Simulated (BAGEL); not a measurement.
**[BCl2]+ (SMILES Cl[B+]Cl): HF/6-31G(d) (density fitting with qzvpp-jkfit, spherical functions)**

Aim: the vertical singlet–triplet gap of [BCl2]+ at HF/6-31G* (density fitting with qzvpp-jkfit, spherical functions), from 2 runs. 

Program for the calculation: BAGEL 1.2.2.

1 further run of the same task is left out (it didn't finish). Runs told in other sessions of the task aren't counted.

**1. The molecule**

[BCl2]+: 3 atoms, total charge +1, spin state singlet. As SMILES, `Cl[B+]Cl`. The shape is that of a GFN2-xTB optimisation.

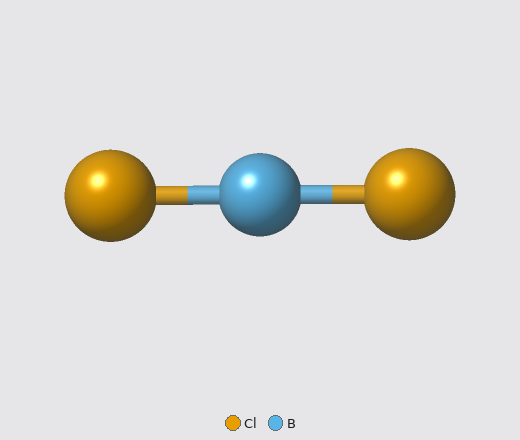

The structure, seen from a chosen angle (chlorine amber, boron blue).

**2. A single-point energy at HF/6-31G(d) (density fitting with qzvpp-jkfit, spherical functions)**

Contents of calc.json:

```json
{ "bagel": [

{
  "title": "molecule",
  "basis": "6-31gs.json",
  "df_basis": "qzvpp-jkfit",
  "angstrom": true,
  "geometry": [
    { "atom": "Cl", "xyz": [      -1.238380,       0.766480,      -0.591300 ] },
    { "atom": "B", "xyz": [       0.000740,       0.001360,       0.000550 ] },
    { "atom": "Cl", "xyz": [       1.237640,      -0.767840,       0.590740 ] }
  ]
},

{
  "title": "hf",
  "charge": 1
},

{
  "title": "print",
  "file": "orbitals.molden",
  "orbitals": true
}

]}
```

The basis set 6-31G* is read from a file made from the Basis Set Exchange's data (not shown).

The run is started by

```sh
$ BAGEL_NUM_THREADS=1 BAGEL calc.json > calc.out
```

Log:

```text
* using 1 threads per process

  ===============================================================
  ===============================================================

  *** Geometry ***

  { "atom" : "Cl", "xyz" : [     -2.340199,      1.448437,     -1.117395 ] },
  { "atom" : "B", "xyz" : [      0.001398,      0.002570,      0.001039 ] },
  { "atom" : "Cl", "xyz" : [      2.338801,     -1.451007,      1.116337 ] },

  Number of auxiliary basis functions:      331

  Since a DF basis is specified, we compute 2- and 3-index integrals:
    o Being stored without compression. Storage requirement is 0.007 GB

  Number of basis functions:       50
  Number of electrons      :       39

    * METHOD: MOLECULE                             0.09

  *** RHF ***

  === Nuclear Repulsion ===
   105.8835218632

      * DIIS with orbital gradients will be used.

  === RHF iteration (6-31gs.json) ===
      0       -943.33786764          0.01392046           0.02
      1       -943.38109220          0.00698601           0.02
      2       -943.39088114          0.00123979           0.02
      3       -943.39138343          0.00019533           0.02
      4       -943.39139264          0.00003683           0.02
      5       -943.39139313          0.00000472           0.02
      6       -943.39139315          0.00000115           0.02
      7       -943.39139315          0.00000032           0.02
      8       -943.39139315          0.00000004           0.02
      9       -943.39139315          0.00000000           0.02
    * SCF iteration converged.

    * Permanent dipole moment:
           (   -0.001801,    -0.001700,    -0.001169) a.u.

    * METHOD: HF                                   0.22

    * METHOD: PRINT                                0.01

  ===============================================================
```

Wall time 0.44 s (1 thread of Arm Neoverse V1, shared host).

**3. The triplet**

Contents of job.json:

```json
{ "bagel" : [

{
  "title" : "molecule",
  "basis" : "6-31gs.json",
  "df_basis" : "qzvpp-jkfit",
  "angstrom" : "true",
  "geometry" : [
    { "atom" : "Cl", "xyz" : [   -1.238380,    0.766480,   -0.591300 ] },
    { "atom" : "B", "xyz" : [    0.000740,    0.001360,    0.000550 ] },
    { "atom" : "Cl", "xyz" : [    1.237640,   -0.767840,    0.590740 ] }
  ]
},
{
  "title" : "uhf",
  "charge" : 1,
  "nopen" : 2
},
{
  "title" : "print",
  "file" : "orbitals.molden",
  "orbitals" : "true"
}

]}
```

The basis set 6-31G* is read from a file made from the Basis Set Exchange's data (not shown).

The run is started by

```sh
$ BAGEL_NUM_THREADS=1 BAGEL job.json > job.out
```

Log:

```text
* using 1 threads per process

  ===============================================================
  ===============================================================

  *** Geometry ***

  { "atom" : "Cl", "xyz" : [     -2.340199,      1.448437,     -1.117395 ] },
  { "atom" : "B", "xyz" : [      0.001398,      0.002570,      0.001039 ] },
  { "atom" : "Cl", "xyz" : [      2.338801,     -1.451007,      1.116337 ] },

  Number of auxiliary basis functions:      331

  Since a DF basis is specified, we compute 2- and 3-index integrals:
    o Being stored without compression. Storage requirement is 0.007 GB

  Number of basis functions:       50
  Number of electrons      :       39

    * METHOD: MOLECULE                             0.08

  *** Open-shell HF ***

  === Nuclear Repulsion ===
   105.8835218632

      * DIIS with orbital gradients will be used.

  === UHF iteration (6-31gs.json) ===
      0       -943.08195369          0.02273158           0.03
      1       -943.12881218          0.00595863           0.03
      2       -943.13353317          0.00225006           0.03
      3       -943.13435910          0.00100757           0.03
      4       -943.13464870          0.00025067           0.03
      5       -943.13467774          0.00012502           0.03
      6       -943.13468475          0.00002774           0.03
      7       -943.13468524          0.00002497           0.03
      8       -943.13468581          0.00002655           0.03
      9       -943.13468526          0.00002310           0.03
     10       -943.13468482          0.00001476           0.03
     11       -943.13468484          0.00000779           0.03
     12       -943.13468484          0.00000216           0.03
     13       -943.13468485          0.00000102           0.03
     14       -943.13468485          0.00000050           0.03
     15       -943.13468485          0.00000030           0.03
     16       -943.13468485          0.00000020           0.03
     17       -943.13468485          0.00000014           0.03
     18       -943.13468485          0.00000014           0.03
     19       -943.13468485          0.00000014           0.03
     20       -943.13468485          0.00000014           0.03
     21       -943.13468485          0.00000012           0.03
     22       -943.13468485          0.00000009           0.03
     23       -943.13468485          0.00000005           0.03
     24       -943.13468485          0.00000006           0.03
     25       -943.13468485          0.00000002           0.03
     26       -943.13468485          0.00000002           0.03
     27       -943.13468485          0.00000001           0.03
     28       -943.13468485          0.00000000           0.03
    * SCF iteration converged.

    * S^2 (UHF) is 2.0201

    * Permanent dipole moment:
           (   -0.000932,     0.004926,     0.000033) a.u.

    * METHOD: UHF                                  0.97

    * METHOD: PRINT                                0.01

  ===============================================================
```

Run time: 1.2 s. Hardware: 1 thread of Arm Neoverse V1, shared host.

**4. Outcome**

Level: HF/6-31G* (density fitting with qzvpp-jkfit, spherical functions).

| quantity | value |
| --- | --- |
| singlet: total energy | -943.39139 Eh |
| singlet: HOMO energy | -20.38 eV |
| singlet: LUMO energy | -4.24 eV |
| singlet: HOMO–LUMO gap | 16.14 eV |
| triplet: total energy | -943.13468 Eh |
| triplet: ⟨S²⟩ | 2.020 |
| vertical energy of the triplet above the singlet | 6.985 eV |

What this shows: At this shape the triplet lies 6.99 eV (674 kJ/mol) above the singlet.
